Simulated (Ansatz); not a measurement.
# K3SCl (antiperovskite) (Pm-3m): band gap by G0W0 on PBE, part 2 of 2

Wanted: the gap of K3SCl (antiperovskite) (Pm-3m) with a many-body correction, and the time that it takes.

Ansatz 0.2.0; PBE, then G0W0 on it, plane waves, PAW. Known limits of the many-body steps: finite bands, screening cutoff and k mesh; no spin-orbit coupling in G0W0; screening cutoff under 40 eV in some runs.

So far. Step 3 (Bands along the symmetry lines): Over mesh and path the gap is 1.832 eV, direct, at k = Γ. The relaxed cell has a = 5.970 Å (conventional setting).

The structure was built from a prototype and need not be the compound's stable phase.

In doubt: masses and optical values from hybrid runs of this build are listed as unsure (in some of the runs), which bears on the screening that GW takes from such a start.

### Step 4. One-shot GW

G0W0 replaces the xc potential by a self-energy built once from the orbitals of the start. Levels are corrected in the window of bands that the input names, at points of the mesh.

This step: G0W0 on PBE, plane waves, PAW.

Contents of input.yaml:

```yaml
crystal:
  lattice:
    - [5.9699615649, 0.0, 0.0]
    - [0.0, 5.9699615649, 0.0]
    - [0.0, 0.0, 5.9699615649]
  atoms:
    - { symbol: Cl, position: [0.0, 0.0, 0.0] }
    - { symbol: S, position: [0.5, 0.5, 0.5] }
    - { symbol: K, position: [0.5, 0.5, 0.0] }
    - { symbol: K, position: [0.5, 0.0, 0.5] }
    - { symbol: K, position: [0.0, 0.5, 0.5] }
kpoints:
  mp_grid: { grid: [2, 2, 2] }
hamiltonian:
  xc: pbe
scf:
  occupations: { method: fixed }
gw:
  n_empty_bands: 635
  ecut_chi: 120.0
  qp_bands: [v2, c2]
  qp_kpoints: band_edges
  screening: { model: contour_deformation }
```

The run is started by

```
> ansatz run input.yaml --threads 4 --pin off --max-ram 17510MiB --backend cpu --events-out ev --progress --plain --runs-dir out
```

Numbers of over 12 decimals in the logs are rounded to 6 here.

The log of the run:

```text
[...]
Crystal: 5 atoms, lattice volume = 212.772 Å³
Basis set: ecut = 420 eV, 4139 PW (Γ)
Bands: 25, of which v1, the nominal top of the filled ones, is band 20 counted from 1 (19 counted from 0)
Symmetry: 48 space group operations
[...]
k-points: 4 of 8
[...]
SCF iter   1: F=—  HF=-6601.075980 eV  |F-HF|=—  |Δ(HF+E_count)|=         —  Δρ=1.67e-3  dr2=1.52e-2  ethr=1.77e-3  ⟨swp⟩=5.2  Hψ=415  notcnv=0  defer=6
[...]
SCF iter   6: F=-6601.070450 eV  HF=-6601.070450 eV  |F-HF|=1.51e-7  |Δ(HF+E_count)|=   1.49e-6  Δρ=4.87e-6  dr2=8.31e-8  ethr=2.50e-10  ⟨swp⟩=6.8  Hψ=446  notcnv=0
SCF 1 converged in 6 iterations: F = -6601.070450 eV  dr2 = 8.31e-8
[...]
G₀W₀ screening: q 1/4
[... further progress lines ...]
SCF converged after 6 iterations
Free energy (F): -6601.070450 eV
[...]
Internal energy: -6601.070450 eV  (E = F + TS)
E sigma→0 (E₀):  -6601.070450 eV
Fermi energy:    1.400905 eV
[...]
--- Band table (eV) ---
  k-point 0: bands = [... 16 lower, -0.4039, 1.4009, 1.4009, 1.4009, 3.1934, 5.5031, 5.5031, 6.2783, ... 1 higher]
  k-point 1: bands = [... 16 lower, -0.4042, 0.6736, 1.3208, 1.3208, 4.6209, 4.8245, 6.2952, 6.6138, ... 1 higher]
  k-point 2: bands = [... 16 lower, -0.4072, 0.7067, 0.7067, 1.2650, 5.2314, 5.7788, 5.9084, 5.9084, ... 1 higher]
  k-point 3: bands = [... 16 lower, -0.4684, 0.5920, 0.5920, 0.5920, 6.0715, 6.2479, 6.2479, 6.2479, ... 1 higher]
--- G₀W₀: contour deformation, 6 samples at zero and on the imaginary axis and 1 off it, 8 q-points, 635 empty bands' worth ---
  eigenvalues of the whole cell's RPA ε∞ on this k-mesh (on a slab, of 1 + 4πα/V) = 2.6406, 2.6406, 2.6406; static W/v taken at q = 0 is 0.378696
  bands read: the sum over 655 bands ends inside a degenerate multiplet in 1 slot, whose members it reads at an even weight; the widest, k=2: bands 655 to 656 (counted from 1) at 1/2 each
  gw.qp_kpoints: band_edges: 4 of 4 stored k-points solved, in 1 pass; an edge of the gap read off the rows below is read off those points alone
  `?` marks the rows in doubt; gw_qp.tsv's column doubts and the gw_qp event give each row's grounds
    ik  band        ε_KS         Σx   Σc(E_QP)       V_xc       Z   E_QP_lin       E_QP  E_QP is
     0    19      1.4009   -17.5797     2.1761   -14.1125  0.7308    -0.0182     0.1099  root ?
     0    20      1.4009   -17.5797     2.1761   -14.1125  0.7308    -0.0182     0.1099  root ?
     0    21      3.1934    -2.7640    -2.7633    -5.9568  0.8106     3.6298     3.6228  root
     0    22      5.5031    -2.2769    -2.9341    -5.8500  0.8059     6.1611     6.1421  root
     1    19      1.3208   -17.3288     2.1709   -13.8648  0.7307    -0.1028     0.0276  root ?
     1    20      1.3208   -17.3288     2.1709   -13.8648  0.7307    -0.1028     0.0276  root ?
     1    21      4.6209    -3.3595    -2.8296    -6.7040  0.7959     5.1446     5.1357  root
     1    22      4.8245    -4.1567    -2.9301    -7.6711  0.7945     5.4230     5.4088  root
     2    19      0.7067   -16.7391     2.2708   -13.1859  0.7214    -0.7113    -0.5758  root ?
     2    20      1.2650   -17.2092     2.1687   -13.7490  0.7303    -0.1574    -0.0265  root ?
     2    21      5.2314    -2.8472    -2.8329    -6.1555  0.8014     5.7164     5.7067  root
     2    22      5.7788    -2.9591    -3.0724    -6.6077  0.7986     6.3705     6.3549  root
     3    19      0.5920   -16.1888     2.2519   -12.6492  0.7207    -0.8353    -0.6957  root ?
     3    20      0.5920   -16.1888     2.2519   -12.6492  0.7207    -0.8353    -0.6957  root ?
     3    21      6.0715    -2.9984    -3.2211    -7.0969  0.7961     6.9948     6.9488  root
     3    22      6.2479    -3.6174    -3.2103    -7.6315  0.7873     7.0844     7.0517  root
```

It took 51 s on 4 threads of Arm Neoverse V2, shared host; peak memory 3.2 GiB.

Numbers from this step:

```
bands summed                                    : 655
RPA ε∞ on this mesh (eigenvalues)               : 2.641, 2.641, 2.641
plane waves in the screening matrix             : 619
q-points in the mesh                            : 8
G0W0 gap over the corrected points              : 3.513 eV
k of the valence top                            : 0, 0, 0
k of the conduction bottom                      : 0, 0, 0
starting gap on the mesh                        : 1.793 eV
Z at the valence top                            : 0.7308
Z at the conduction bottom                      : 0.8106
least direct G0W0 gap over the corrected points : 3.513 eV
```

Over all 4 irreducible mesh points the G0W0 gap is 3.513 eV, direct, at k = Γ. The PBE gap of this run on the mesh is 1.793 eV. The two states that bound the G0W0 gap lie that far apart at the start, so the correction of the gap is 3.513 − 1.793 = +1.720 eV. The start of this run differs from the step before in mesh (4×4×4 and 2×2×2). The program marks 8 of the 16 corrected levels as in doubt (energies apart, Σc rises), among them the valence top.

Labels follow the order of the start: v1 is the top filled band, c1 the lowest empty one; levels that stay degenerate share a row, the window can cut a multiplet, doubted levels are not marked in this list, bands outside the window were not corrected, and the list may be a part of the corrected levels. The levels before and after the correction (eV, zero at the valence-band top of each column):

```
           conduction bottom  valence top
Kohn-Sham               1.79         0.00
     G0W0               3.51         0.00
```

```
             level  occupation  energy (eV)
Kohn-Sham  Γ v2-v1           2        0.000
Kohn-Sham     Γ c1           0        1.793
Kohn-Sham     Γ c2           0        4.102
     G0W0  Γ v2-v1           2        0.000
     G0W0     Γ c1           0        3.513
     G0W0     Γ c2           0        6.032
```

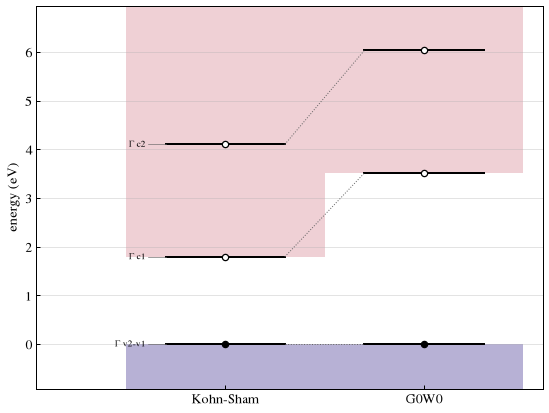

Levels before and after the correction. Shaded: valence and conduction bands. Filled marks are occupied levels, open marks empty ones.

The parts of the quasiparticle energy for the two states that bound the G0W0 gap, in eV on the run's own scale (QP = start + Σx + Σc − Vxc, with Σc at the quasiparticle energy):

```
             edge  k  band  start       Σx      Σc      Vxc      Z     QP
      valence top  Γ    19  1.401  −17.580   2.176  −14.113  0.731  0.110
conduction bottom  Γ    21  3.193   −2.764  −2.763   −5.957  0.811  3.623
```

### Step 5. The runs together

Each gap is the least one over the points named; times are wall times on shared hosts, not benchmarks. A G0W0 time includes the run's own self-consistent start. Rows marked * are further runs, not shown as steps, whose inputs differ from the G0W0 step on the same start in the columns given; solver thresholds can differ too. Rows marked ? have an edge level that the program doubts.

```
    level   mesh       files, cutoff    bands summed, screening                         points  gap (eV)  valence top  conduction bottom  least direct gap (eV)   time
      PBE  4×4×4  soft_2 PAW, 420 eV                          -                  mesh and path     1.832            Γ                  Γ                  1.832  2.6 s
G0W0@PBE*  2×2×2  soft_2 PAW, 420 eV                 124, 36 eV  all 4 irreducible mesh points     3.186            Γ                  Γ                  3.186  3.3 s
G0W0@PBE*  2×2×2  soft_2 PAW, 420 eV                 315, 72 eV  all 4 irreducible mesh points     3.375            Γ                  Γ                  3.375   11 s
G0W0@PBE?  2×2×2  soft_2 PAW, 420 eV                655, 120 eV  all 4 irreducible mesh points     3.513            Γ                  Γ                  3.513   51 s
G0W0@PBE*  2×2×2  soft_2 PAW, 420 eV  655, 120 eV, plasmon pole  all 4 irreducible mesh points     3.650            Γ                  Γ                  3.650   61 s
```

### Step 6. Results

```json
{"PBE gap over mesh and path": "1.832 eV, direct, at k = Γ", "G0W0@PBE gap over all 4 irreducible mesh points": "3.513 eV, direct, at k = Γ", "GW settings": "2×2×2 mesh, 635 empty bands, screening to 120 eV", "known limits": "finite bands, screening cutoff and k mesh; no spin-orbit coupling in G0W0; screening cutoff under 40 eV in some runs"}
```

**Reading.** Over all 4 irreducible mesh points the G0W0 gap is 3.513 eV, direct, at k = Γ. The PBE gap of this run on the mesh is 1.793 eV. The two states that bound the G0W0 gap lie that far apart at the start, so the correction of the gap is 3.513 − 1.793 = +1.720 eV. The valence state moves by 0.110 − 1.401 = −1.291 eV and the conduction state by 3.623 − 3.193 = +0.430 eV, on the run's own scale; with 124 bands the edge states move by −0.893 and +0.500 eV, so the split between the edges depends on the bands and cutoff. Both edges that PBE shows over mesh and path lie at k points where levels were corrected. Levels at other points were not corrected, so a lower G0W0 gap elsewhere in the zone is not ruled out. From 124 bands and 36 eV to 655 bands and 120 eV the gap moves by 3.513 − 3.186 = +0.327 eV (rung by rung 3.186, 3.375, 3.513 eV); bands and screening cutoff rise together, so their parts are not told apart. An edge row is in doubt in the run with 655 bands, so no limit is drawn and it is not known. With the plasmon pole model in place of the contour deformation model and all else as in the G0W0@PBE row with 655 bands, the gap differs by 3.650 − 3.513 = +0.137 eV. The program doubts an edge level of G0W0@PBE with 655 bands (2×2×2, soft_2 PAW). G0W0 on other starts in this series, not shown as steps and not all at these settings: 3.932 eV on r2SCAN (2×2×2, soft_2 PAW, 655 bands, 120 eV) and 4.276 eV on HSE06 (2×2×2, soft_2 PAW, 655 bands, 120 eV). For the G0W0 step: the program marks 8 of the 16 corrected levels as in doubt (energies apart, Σc rises), among them the valence top. The G0W0 runs are scalar-relativistic. No pair of G0W0 runs that differ in the mesh alone is shown (2×2×2 is a supercell whose nearest images lie 12 Å apart), so the error from the mesh is not known here. G0W0@PBE runs of this series with other atomic data on the same mesh, not shown as steps, give 3.552 eV (hard PAW, 660 eV, 961 bands, screening to 156 eV); where bands and cutoffs differ too, the part of the files is not isolated. The program doubts an edge level of G0W0@PBE with 961 bands (2×2×2, hard PAW). A screening cutoff under 40 eV is crude: G0W0@PBE with 124 bands at 36 eV.

[Paths, hosts, dates, memory and timing lines, banners, echoed tables and standing remarks are left out of the program output.]

[Logs are printed without paths, hosts, clocks, repeated set-up lines and the standing remarks that a program may print on its own settings, such as how far it seeks lower states.]

[Runs of the session that timed out or met a known fault of the program may be left out.]

[Cells called generated may have been cut or substituted from an entry of the Crystallography Open Database or the Materials Project.]

[Hosts, paths, dates, database ids (printed as entryN), source tags and the programs' standing remarks are cut or masked in the printed files.]

[Where an RPA ε∞ is given, it is that of the G0W0 mesh and is not shown converged in it. Names of k-points follow the symmetry that the program found, which can be lower than the space group named. Band edges on a path are those of the sampled points; other points can move an edge, and change direct to indirect where valleys lie close.]

[Hybrid gaps are those of their k-mesh and are not shown converged in it.]
